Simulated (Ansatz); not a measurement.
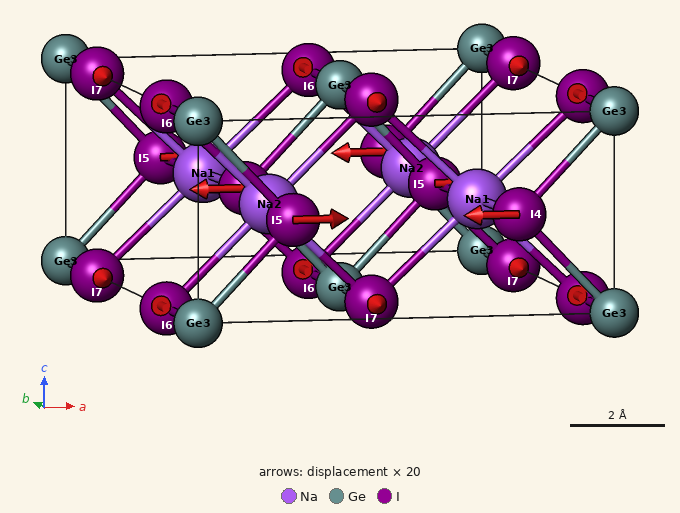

This is a relaxation of crystalline Na$_{2}$GeI$_{4}$ (built on the Li2MnBr4-65 type type). The starting structure is drawn; red arrows show the displacements (the part carried along by the change of the cell is left out), 20 times their true length.

Style: ball-and-stick. Shown: the conventional cell (2 times the calculation's cell), slightly off an axis. Lengths and directions refer to the drawn axes.

The calculation used DFT, r2SCAN+rVV10, plane waves, PAW (Ansatz).

Input file:
```yaml
crystal:
  lattice:
    - [4.5642326466, -6.3313297058, 0.0]
    - [4.5642326466, 6.3313297058, 0.0]
    - [0.0, 0.0, 4.3429959254]
  atoms:
    - { symbol: Na, position: [0.5, 0.0, 0.5] }
    - { symbol: Na, position: [0.0, 0.5, 0.5] }
    - { symbol: Ge, position: [0.0, 0.0, 0.0] }
    - { symbol: I, position: [0.7718579455, 0.7718579455, 0.5] }
    - { symbol: I, position: [0.2281420545, 0.2281420545, 0.5] }
    - { symbol: I, position: [0.7627709584, 0.2372290416, 0.0] }
    - { symbol: I, position: [0.2372290416, 0.7627709584, 0.0] }
kpoints:
  mp_grid: { grid: [4, 4, 6] }
hamiltonian:
  xc: r2scan
  dispersion: rvv10
scf:
  occupations: { method: fermi_dirac, width: 0.03 }
relax:
  f_tol: 0.01
  cell: {}
  max_steps: 120
```

Run as
```bash
ansatz run input.yaml --threads 4 --pin off --max-ram 4608MiB --backend cpu --events-out ev --progress --plain --runs-dir out
```

Question: Which element moves most?

Answer: Iodine: up to 0.062 Å, against 0.000 Å for germanium.

Question: What did the optimiser do to the structure, and how much energy did it gain?

Answer: The largest moves relative to the cell, 0.062 Å, are those of I4 and I5. I4 goes along −a. Ge and Na stay in place. The drawn cell changes as follows: a 9.128 → 9.010 Å (−1.3 %), b 12.663 → 12.592 Å (−0.6 %), c 4.343 → 4.363 Å (+0.5 %); the volume changes by −1.4 %. Near-neighbour distances that change, for instance: Ge3–I4 3.009 → 3.040 Å, Ge3–I6 3.004 → 3.033 Å, Na1–I4 3.172 → 3.151 Å, Na1–I6 3.154 → 3.138 Å. Bond angles that change, for instance: Na1–I5–Na2 172.8° → 175.1°. The space group stays Cmmm (No. 65). Over 3 accepted moves (4 points after the start) the energy falls by 16.7 meV per cell of the calculation. Largest force component: 0.18 eV/Å at the start, 0.0051 eV/Å at the end. Pressure: 0.20 GPa at the start and 0.00 GPa at the end. The SCF was repeated once at an unchanged geometry on a basis and grid sized afresh for the cell, which shifted the energy by 0.4 meV per cell of the calculation at most.
